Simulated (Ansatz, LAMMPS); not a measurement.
**Forces and charges in (Rb,Cs)F at 840 K with crystalline order left by the classical run (72 atoms)**

Wanted: forces, charges and levels of (Rb,Cs)F at 840 K with crystalline order left by the classical run (72 atoms).

Main program and level: Ansatz 0.2.0; Kohn-Sham DFT, PBEsol, PAW (set soft_2), plane waves.

### 1. The starting structure

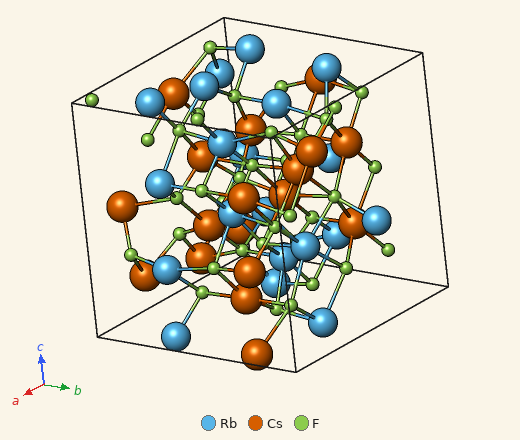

The cell as given, slightly off an axis (rubidium blue, caesium orange, fluorine green). Bonds to atoms that aren't drawn are left out. Some periodic images of atoms are drawn too.

The cell holds 72 atoms: 18 Rb, 18 Cs and 36 F. Its edges and angles: a = 13.295 Å, b = 13.295 Å, c = 13.295 Å, α = 90.0°, β = 90.0°, γ = 90.0°. 72 atoms (18 Rb, 18 Cs, 36 F) placed at random at 3.26 g/cm³, melted at 1800 K for 10 ps at fixed volume with the Lennard-Jones and Coulomb ion parameters for SPC/E (Joung and Cheatham, J. Phys. Chem. B 112, 9020 (2008)), full charges. Snapshot at the end of a hold of 20 ps at 840 K and fixed volume.

Limits known from the start: The network of bonds at the start is that of the classical potential that made the cell, and needn't be the one that DFT or experiment would give. The ion parameters were fitted for water, not for melts, so the starting structure of this cell may lie well off the real melt's. Sampling is at Γ alone, for a cell whose shortest periodic width is 13 Å. Spin–orbit coupling is left out, which matters for the levels of the heavy elements.

### 2. Making the structure

A classical potential supplies the starting structure, since it reaches far longer times than DFT.

This step: classical MD, Lennard-Jones and Coulomb ion parameters for SPC/E (Joung and Cheatham, J. Phys. Chem. B 112, 9020 (2008)), full charges (LAMMPS 22 Jul 2025 - Update 4).

File in.lmp:

```
# melt-quench of Rb18Cs18F36
units metal
atom_style charge
boundary p p p
region box block 0 13.2947 0 13.2947 0 13.2947
create_box 3 box
mass 1 85.4678   # Rb
mass 2 132.9055   # Cs
mass 3 18.9984   # F
create_atoms 1 random 18 825470 NULL overlap 2.2 maxtry 2000
create_atoms 2 random 18 825477 NULL overlap 2.2 maxtry 2000
create_atoms 3 random 36 825484 NULL overlap 2.2 maxtry 2000
pair_style lj/cut/coul/long 9.0
pair_modify mix arithmetic tail yes
pair_coeff 1 1 0.019302 3.0950   # Rb
pair_coeff 2 2 0.003897 3.6010   # Cs
pair_coeff 3 3 0.000321 4.0215   # F
set type 1 charge 1
set type 2 charge 1
set type 3 charge -1
kspace_style pppm 1.0e-4
neigh_modify delay 0 every 1 check yes
thermo_style custom step time temp pe press density
thermo_modify norm yes
timestep 0.002
thermo 100
min_style cg
minimize 1e-4 1e-4 200 2000
reset_timestep 0
velocity all create 1800 825471 mom yes dist gaussian
fix lim all nve/limit 0.05
fix lan all langevin 1800 1800 0.2 825472 zero yes
thermo 500
run 1000 post no
# [... 10 lines left out ...]
compute msd all msd com yes
thermo 2500
fix md all nvt temp 840 840 0.2
run 10000 post no
print "== T840: mean square displacement over the hold $(c_msd[4]:%.2f) A^2"
unfix md
uncompute msd
write_dump all custom T840.dump id type xs ys zs modify sort id
```

On the command line:

```console
$ lmp -in in.lmp -log none -nocite
```

Numbers of over 12 decimals in the logs are rounded to 6 here.

What it wrote:

```text
LAMMPS (22 Jul 2025 - Update 4)
Created orthogonal box = (0 0 0) to (13.2947 13.2947 13.2947)
Created 18 atoms
Created 18 atoms
Created 36 atoms
PPPM initialization ...
  G vector (1/distance) = 0.30822964
  grid = 9 9 9
  estimated relative force accuracy = 7.4876879e-05
   Step          Time           Temp          PotEng         Press         Density
         0   0              0             -0.69100361     148794.33      3.2610189
       100   0.2            0             -3.8993997     -9946.6409      3.2610189
       111   0.222          0             -3.9070558     -8115.0251      3.2610189
Loop time of 0.0254759 s on 1 MPI rank(s) for 111 steps with 72 atoms
[... 20 lines left out ...]
Loop time of 0.774717 s on 1 MPI rank(s) for 5000 steps with 72 atoms
   Step          Time           Temp          PotEng         Press         Density
[... 5 lines left out ...]
Loop time of 0.381599 s on 1 MPI rank(s) for 2500 steps with 72 atoms
   Step          Time           Temp          PotEng         Press         Density
[... 2 lines left out ...]
     12500   25             858.98402     -3.8061813     -3037.8772      3.2610189
     15000   30             838.43651     -3.8105226     -13209.579      3.2610189
     17500   35             805.54415     -3.8260114     -14908.774      3.2610189
     18500   37             782.69233     -3.8254028     -19706.08       3.2610189
Loop time of 1.48239 s on 1 MPI rank(s) for 10000 steps with 72 atoms
== T840: mean square displacement over the hold 10.64 A^2
```

Run time: 2.9 s. Hardware: 1 thread of Arm Neoverse V2, shared host; peak memory 0.077 GiB.

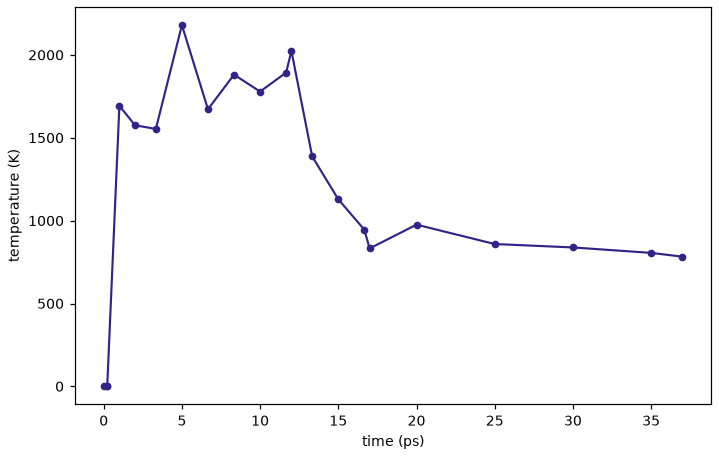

Temperature, plotted against time.

### 3. Plane-wave single point

The electrons are solved once, with the atoms held.

File input.yaml:

```yaml
crystal:
  lattice:
    - [13.2947, 0.0, 0.0]
    - [0.0, 13.2947, 0.0]
    - [0.0, 0.0, 13.2947]
  atoms:
    - { symbol: Rb, position: [0.39021, 0.99341, 0.42465] }
    - { symbol: Rb, position: [0.06682, 0.08144, 0.4497] }
    - { symbol: Rb, position: [0.07449, 0.00784, 0.78898] }
    - { symbol: Rb, position: [0.38697, 0.54272, 0.85502] }
    - { symbol: Rb, position: [0.71773, 0.53037, 0.50618] }
    - { symbol: Rb, position: [0.26697, 0.72053, 0.99082] }
    - { symbol: Rb, position: [0.04564, 0.50488, 0.49176] }
    - { symbol: Rb, position: [0.1986, 0.27224, 0.28424] }
    - { symbol: Rb, position: [0.87811, 0.29446, 0.28732] }
    - { symbol: Rb, position: [0.58163, 0.34336, 0.97101] }
    - { symbol: Rb, position: [0.55093, 0.79342, 0.01772] }
    - { symbol: Rb, position: [0.41741, 0.51823, 0.20707] }
    - { symbol: Rb, position: [0.8664, 0.29268, 0.99745] }
    - { symbol: Rb, position: [0.08569, 0.52826, 0.18377] }
    - { symbol: Rb, position: [0.24351, 0.31768, 0.00184] }
    - { symbol: Rb, position: [0.73425, 0.52989, 0.81106] }
    - { symbol: Rb, position: [0.57472, 0.76582, 0.34757] }
    - { symbol: Rb, position: [0.89117, 0.31758, 0.66248] }
    - { symbol: Cs, position: [0.90854, 0.74237, 0.35624] }
    - { symbol: Cs, position: [0.91196, 0.73667, 0.00464] }
    - { symbol: Cs, position: [0.69098, 0.02552, 0.15453] }
    - { symbol: Cs, position: [0.40443, 0.08471, 0.13174] }
    - { symbol: Cs, position: [0.07353, 0.0291, 0.1313] }
    - { symbol: Cs, position: [0.05887, 0.51143, 0.83803] }
    - { symbol: Cs, position: [0.73587, 0.56782, 0.15459] }
    - { symbol: Cs, position: [0.73849, 0.988, 0.84632] }
    - { symbol: Cs, position: [0.78547, 0.02412, 0.48292] }
    - { symbol: Cs, position: [0.3847, 0.01752, 0.81806] }
    - { symbol: Cs, position: [0.29952, 0.32378, 0.67735] }
    - { symbol: Cs, position: [0.5782, 0.2943, 0.66216] }
    - { symbol: Cs, position: [0.58341, 0.77803, 0.68154] }
    - { symbol: Cs, position: [0.5566, 0.26879, 0.35562] }
    - { symbol: Cs, position: [0.24281, 0.76069, 0.66933] }
    - { symbol: Cs, position: [0.23369, 0.74709, 0.31935] }
    - { symbol: Cs, position: [0.92833, 0.76992, 0.68336] }
    - { symbol: Cs, position: [0.42047, 0.55989, 0.47984] }
    - { symbol: F, position: [0.10797, 0.75559, 0.83348] }
    - { symbol: F, position: [0.23336, 0.00659, 0.67196] }
    - { symbol: F, position: [0.73443, 0.26541, 0.53708] }
    - { symbol: F, position: [0.25278, 0.53808, 0.67264] }
    - { symbol: F, position: [0.38995, 0.79207, 0.82704] }
    - { symbol: F, position: [0.56017, 0.98556, 0.96965] }
    - { symbol: F, position: [0.57071, 0.01369, 0.68827] }
    - { symbol: F, position: [0.07629, 0.31136, 0.1189] }
    - { symbol: F, position: [0.88475, 0.52311, 0.66188] }
    - { symbol: F, position: [0.54799, 0.56076, 0.03907] }
    - { symbol: F, position: [0.08483, 0.78242, 0.15612] }
    - { symbol: F, position: [0.90957, 0.98275, 0.63376] }
    - { symbol: F, position: [0.88983, 0.54531, 0.97234] }
    - { symbol: F, position: [0.22645, 0.10097, 0.96993] }
    - { symbol: F, position: [0.43684, 0.35391, 0.52859] }
    - { symbol: F, position: [0.59354, 0.55424, 0.6699] }
    - { symbol: F, position: [0.87857, 0.53634, 0.33092] }
    - { symbol: F, position: [0.71726, 0.77735, 0.14986] }
    - { symbol: F, position: [0.38913, 0.33341, 0.85666] }
    - { symbol: F, position: [0.07162, 0.31521, 0.77643] }
    - { symbol: F, position: [0.71028, 0.76784, 0.88439] }
    - { symbol: F, position: [0.7478, 0.76533, 0.49375] }
    - { symbol: F, position: [0.91666, 0.03683, 0.98818] }
    - { symbol: F, position: [0.06817, 0.30002, 0.45806] }
    - { symbol: F, position: [0.59824, 0.56834, 0.3373] }
    - { symbol: F, position: [0.52974, 0.09038, 0.28299] }
    - { symbol: F, position: [0.09543, 0.77026, 0.51179] }
    - { symbol: F, position: [0.23474, 0.53487, 0.3126] }
    - { symbol: F, position: [0.2113, 0.06726, 0.29835] }
    - { symbol: F, position: [0.72664, 0.33687, 0.14208] }
    - { symbol: F, position: [0.72369, 0.30806, 0.82816] }
    - { symbol: F, position: [0.39095, 0.28739, 0.19221] }
    - { symbol: F, position: [0.85589, 0.0997, 0.31403] }
    - { symbol: F, position: [0.26746, 0.52606, 0.03734] }
    - { symbol: F, position: [0.40098, 0.79961, 0.50233] }
    - { symbol: F, position: [0.3936, 0.81257, 0.19555] }
kpoints:
  mp_grid: { grid: [1, 1, 1] }
hamiltonian:
  xc: pbesol
scf:
  occupations: { method: gaussian, width: 0.05 }
output:
  forces: true
  stress: true
  populations: intrinsic
  dos:
    method: { smearing: { sigma: 0.15 } }
    de: 0.1
    projected: { site_lists: { Cs: [Cs], F: [F], Rb: [Rb] } }
  eigenvalues: true
  write_density: true
  write_potential: true
  volumetric_format: npy
```

On the command line:

```console
$ ansatz run input.yaml --threads 8 --pin off --max-ram 15872MiB --backend cpu --events-out ev --progress --plain --runs-dir out
```

What it wrote:

```text
Engine: ansatz 0.2.0, aarch64-unknown-linux-gnu
Pseudopotentials: kind: paw
Pseudopotential: Rb, paw, valence charge 9, recommended cutoff 420 eV (normal), Rb.paw.azcp
Pseudopotential: Cs, paw, valence charge 9, recommended cutoff 420 eV (normal), Cs.paw.azcp
Pseudopotential: F, paw, valence charge 7, recommended cutoff 420 eV (normal), F.paw.azcp
[... 3 lines on functional and potentials left out ...]
Crystal: 72 atoms, lattice volume = 2349.826 Å³
Basis set: ecut = 420 eV, 45961 PW (Γ), exchange–correlation on 180×180×180 points (8 copies of the dense FFT grid, shifted against one another)
Bands: 360, of which v1, the nominal top of the filled ones, is band 288 counted from 1 (287 counted from 0)
Symmetry: 1 space group operations
Space group: P1 (ITA 1), of the structure as read, at distance tolerance 1.3e-4 Å
k-points: 1
[... 10 lines on functional and potentials left out ...]
Initial density: superposition of atomic densities (neutral atoms: chi_scale 0, normalization atom), corrected by the library's trained network
Initial wavefunctions: pseudopotential atomic-orbital guess
Functional: x = pbesol(κ = 0.804, μ = 0.123457), c = pbesol(β = 0.046)
SCF iter   1: F=—  HF=-187344.203322 eV  |F-HF|=—  |Δ(HF+E_count)|=         —  Δρ=7.91e-3  dr2=1.07e0  ethr=1.77e-3  ⟨swp⟩=7.0  Hψ=1669  notcnv=0  defer=50
preconditioner: auto → Resta (q_TF=auto, 2.158 Å⁻¹)  ε∞=3.3  [insulator: Δε(μ)=3.017 eV  Ē_g=10.550 eV  σ=0.050 eV  W_gap=1.00  n_scr=388 (ndim 8)  ℏωp=15.9 eV  f_vac=0.214  D(μ)=0.00/eV (n_scr^D=0)  ε∞_Penn≈3.3]
SCF iter   2: F=—  HF=-187343.974037 eV  |F-HF|=—  |Δ(HF+E_count)|=   2.29e-1  Δρ=3.13e-3  dr2=1.38e-1  ethr=1.86e-4  ⟨swp⟩=2.0  Hψ=691  notcnv=0  defer=65
SCF iter   3: F=—  HF=-187343.944585 eV  |F-HF|=—  |Δ(HF+E_count)|=   2.95e-2  Δρ=5.22e-4  dr2=1.79e-2  ethr=2.40e-5  ⟨swp⟩=2.0  Hψ=551  notcnv=0  defer=65
SCF iter   4: F=—  HF=-187343.944024 eV  |F-HF|=—  |Δ(HF+E_count)|=   5.61e-4  Δρ=3.12e-4  dr2=2.31e-3  ethr=3.12e-6  ⟨swp⟩=2.0  Hψ=517  notcnv=0  defer=65
SCF iter   5: F=—  HF=-187343.943887 eV  |F-HF|=—  |Δ(HF+E_count)|=   1.37e-4  Δρ=1.80e-4  dr2=6.32e-4  ethr=4.02e-7  ⟨swp⟩=2.0  Hψ=684  notcnv=0  defer=65
SCF iter   6: F=—  HF=-187343.943918 eV  |F-HF|=—  |Δ(HF+E_count)|=   3.09e-5  Δρ=3.35e-5  dr2=3.81e-5  ethr=1.10e-7  ⟨swp⟩=2.0  Hψ=565  notcnv=0  defer=65
SCF iter   7: F=—  HF=-187343.944189 eV  |F-HF|=—  |Δ(HF+E_count)|=   2.71e-4  Δρ=2.70e-5  dr2=1.19e-5  ethr=6.61e-9  ⟨swp⟩=2.0  Hψ=565  notcnv=0  defer=65
SCF iter   8: F=—  HF=-187343.944190 eV  |F-HF|=—  |Δ(HF+E_count)|=   6.19e-7  Δρ=7.67e-6  dr2=1.28e-6  ethr=2.06e-9  ⟨swp⟩=2.0  Hψ=565  notcnv=0  defer=65
SCF iter   9: F=—  HF=-187343.944191 eV  |F-HF|=—  |Δ(HF+E_count)|=   1.28e-6  Δρ=1.88e-6  dr2=1.18e-7  ethr=2.23e-10  ⟨swp⟩=2.0  Hψ=565  notcnv=0  defer=65
SCF iter  10: F=-187343.944191 eV  HF=-187343.944191 eV  |F-HF|=3.45e-8  |Δ(HF+E_count)|=   2.18e-7  Δρ=1.97e-6  dr2=6.27e-8  ethr=1.74e-11  ⟨swp⟩=21.0  Hψ=3338  notcnv=0
SCF 1 converged in 10 iterations: F = -187343.944191 eV  dr2 = 6.27e-8
  greatest PAW one-centre occupation: 0.973 electrons in one spin orbital (limit 2), on the Rb atom at site 10 (counted from 0), in its partial waves of l = 0
WARN: The input density's exchange-correlation potential varies sharply where the density is thin. Do not read a vacuum level from v_tot or v_xc, or from such a field of the output density. On a cell that repeats whose density bears no net charge and no dipole along the vacuum's axis use v_es (v_loc + v_h of the components); [...]
SCF converged after 10 iterations
Free energy (F): -187343.944191 eV
Harris-Foulkes:  -187343.944191 eV  (|F-HF|=3.45e-8)
Internal energy: -187343.944191 eV  (E = F + TS)
E sigma→0 (E₀):  -187343.944191 eV
Fermi energy:    3.256527 eV
--- Per-component energies (eV) ---
  E_band       = -4059.741051
  E_kinetic    = 13437.146207
  E_local      = -43470.759736  (includes V_loc(G=0)·N_el)
  E_nonlocal   = 6350.947061
  E_hartree    = 15726.245779
  E_xc         = -8291.038089
  E_vxc        = -8404.118871  (∫ρ·V_xc dr)
  E_paw        = -142903.977883  (= ΣΔE_a)
  E_vpaw       = -3425.517627  (= ΣTr[D̂ρ^β])
  E_aug_tail   = 0.072646  (compensation charges beyond the density's cutoff)
  E_ewald      = -28198.929065
  E_core_change = 6.348889  (= ΣΔE_core)
  E_smearing   = -0.000000  (= −TS)
  E_closure    = 0.000000  (closes the sum)
  Σ components = -187343.944191   (vs F -187343.944191, Δ=0.00e0)
--- Forces (eV/Å), atoms counted from 1 ---
  atom   1  Rb    -0.18679974    -0.22479300     0.13135186
  atom   2  Rb     0.14081059     0.08257991     0.20591567
  atom   3  Rb     0.18442435     0.19673954     0.14616672
  atom   4  Rb     0.13899726    -0.08444027    -0.13393665
  atom   5  Rb     0.18508735     0.19938209    -0.09815514
  atom   6  Rb    -0.31915791     0.64985620     0.04944626
  atom   7  Rb     0.16401569    -0.13215993     0.12586582
  atom   8  Rb     0.18760534     0.11874306    -0.00043715
  atom   9  Rb    -0.06899155     0.15915580     0.07946972
  atom  10  Rb    -0.19643971     0.12259268     0.26531567
  atom  11  Rb     0.17044253    -0.29014351    -0.08299797
  atom  12  Rb     0.01468480    -0.15695875    -0.60863669
  atom  13  Rb     0.24365290    -0.02843517    -0.14138715
  atom  14  Rb     0.11332689    -0.11061467    -0.34152508
[...]
atom  71  F      0.34049036    -0.12644732    -0.49599831
  atom  72  F      0.20727964    -0.18952157     0.09719122
  max |Σ_I F_I| component: 4.28e-5 eV/Å
--- Stress (GPa, compression-positive) ---
       -2.242055       0.083398      -0.049490
        0.083398      -1.888768       0.051414
       -0.049490       0.051414      -2.230365
  P = ⅓ Tr σ = -2.1204 GPa (-21.204 kbar)
--- Band table (eV) ---
  k-point 0: bands = ["-24.2174", "-24.1135", "-24.0576", "-24.0489", [... 344 levels ...], "8.5618", "8.5789", "8.6153", "8.6344", "8.6492", "8.6670", "8.6976", "8.7431", "8.7565", "8.7717", "8.7925", "8.8145"]
--- intrinsic populations: 72 sites ---
  site symbol       q [e]
     0     Rb      8.1221
     1     Rb      8.1238
     2     Rb      8.1326
[...]
71      F      7.8786
  spilling = 0.000000 (of n_electrons = 576.000000)
```

It took 15 s on 8 threads of Arm Neoverse V2, shared host; peak memory 2.7 GiB.

The program notes that the exchange-correlation potential is rough where the density is thin.

The run gave:

```yaml
free_energy: -187343.9442 eV
free_energy_per_atom: -2601.9992 eV/atom
scf_cycles: 10
pressure: -2.12 GPa
r_m_s_force_component: 0.2611 eV/Å
longest_force: 0.9264 eV/Å
fermi_energy: 3.257 eV
spacing_of_highest_filled_and_lowest_empty_level: 3.371 eV
```

Length of the force by element:

| element | coordination | atoms | mean length of the force (eV/Å) | spread | least | most |
| --- | --- | --- | --- | --- | --- | --- |
| Cs | all | 18 | 0.490 | 0.221 | 0.12 | 0.926 |
| F | all | 36 | 0.413 | 0.173 | 0.128 | 0.837 |
| Rb | all | 18 | 0.33 | 0.139 | 0.184 | 0.726 |

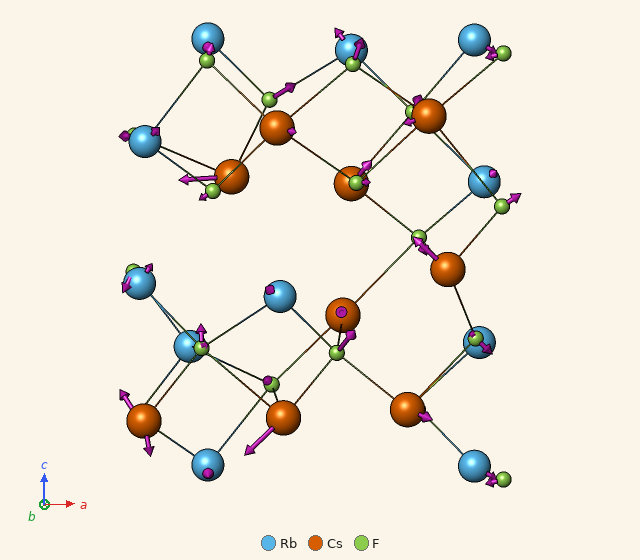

Forces as arrows; the longest in the cell is 0.926 eV/Å. Drawn is a stretch of 11 Å of the 13 Å that the cell measures along a and a slice 7 Å thick, seen along the normal of the ac plane. Bonds to atoms that aren't drawn are left out.

Intrinsic-atomic-orbital charges by element:

| element | coordination | atoms | mean charge (e) | spread | least | most |
| --- | --- | --- | --- | --- | --- | --- |
| Cs | all | 18 | 0.906 | 0.006 | 0.897 | 0.917 |
| F | all | 36 | -0.884 | 0.0089 | -0.910 | -0.872 |
| Rb | all | 18 | 0.863 | 0.0092 | 0.849 | 0.878 |

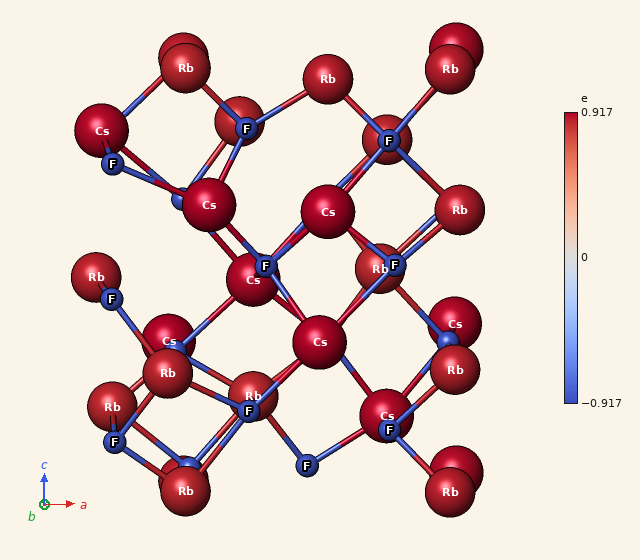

Atoms coloured by intrinsic-atomic-orbital charge. Drawn is a stretch of 12 Å of the 13 Å that the cell measures along a and a slice 7 Å thick, seen along the normal of the ac plane. Bonds to atoms that aren't drawn are left out.

Density of states as counts of states in windows of 1 eV (from the Fermi level), total and the larger projections:

| from (eV) | to (eV) | total | F p | Cs p | Rb s | Cs s |
| --- | --- | --- | --- | --- | --- | --- |
| -10 | -9 | 7.6 | 0.1 | 1.4 | 0.0 | 0.0 |
| -9 | -8 | 65.8 | 1.7 | 63.1 | 0.3 | 0.3 |
| -8 | -7 | 38.2 | 1.1 | 36.6 | 0.1 | 0.1 |
| -7 | -6 | 2.6 | 0.1 | 2.5 | 0.0 | 0.0 |
| -6 | -5 | 0.0 | 0.0 | 0.0 | 0.0 | 0.0 |
| -5 | -4 | 0.4 | 0.4 | 0.0 | 0.0 | 0.0 |
| -4 | -3 | 103.1 | 98.0 | 1.3 | 0.9 | 0.6 |
| -3 | -2 | 100.2 | 95.8 | 1.5 | 0.5 | 0.5 |
| -2 | -1 | 12.3 | 11.8 | 0.2 | 0.0 | 0.1 |
| -1 | 1 | 0.0 | 0.0 | 0.0 | 0.0 | 0.0 |
| 1 | 2 | 2.0 | 0.0 | 0.0 | 0.9 | 0.8 |
| 2 | 3 | 8.7 | 0.4 | 0.2 | 4.1 | 2.7 |
| 3 | 4 | 33.1 | 1.1 | 0.3 | 9.7 | 8.1 |
| 4 | 5 | 59.6 | 1.0 | 0.2 | 7.6 | 8.5 |

Between -26 and -10 eV lie 213 more states.

About 33 of the 576 electrons lie in deeper levels, below the stored range.

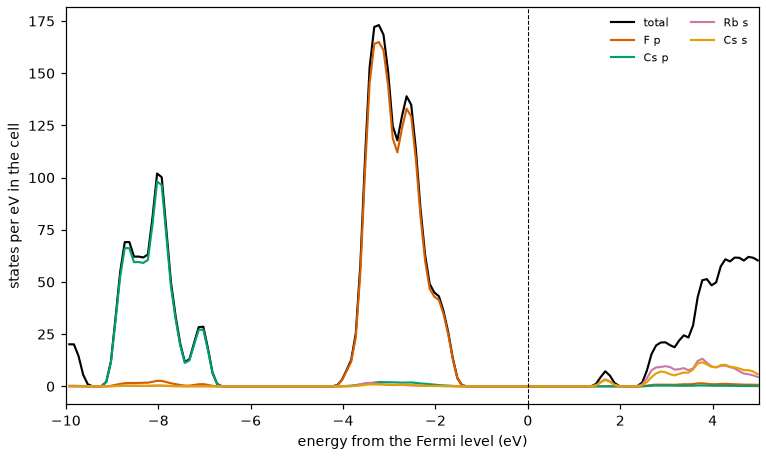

Total and projected density of states, with the broadening of the input.

The levels nearest the highest filled one (over half full), pooled over k-points and spins:

| level less the highest filled one (eV) | occupation |
| --- | --- |
| -0.264 | 2 |
| -0.244 | 2 |
| -0.187 | 2 |
| -0.103 | 2 |
| -0.0571 | 2 |
| 0 | 2 |
| 3.37 | 0 |
| 4.36 | 0 |
| 4.43 | 0 |
| 4.56 | 0 |
| 4.62 | 0 |
| 4.74 | 0 |

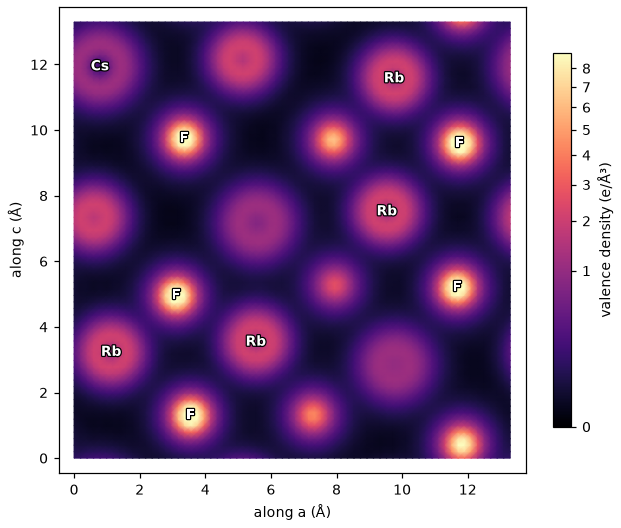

Valence density in the ac plane at fractional y = 0.526, with atoms of Rb and Cs and F within 0.2 Å of it. It is the smooth field of the valence electrons, not physical close to the nuclei. The map starts off the cell's origin, so that atoms lie inside it. The colour scale is stretched toward low values.

(Continued in part 2 of 2.)

[Logs are printed without paths, hosts, clocks, repeated set-up lines and the standing remarks that a program may print on its own settings, such as how far it seeks lower states.]

[Hosts, paths, dates, database ids (printed as entryN), source tags and the programs' standing remarks are cut or masked in the printed files.]
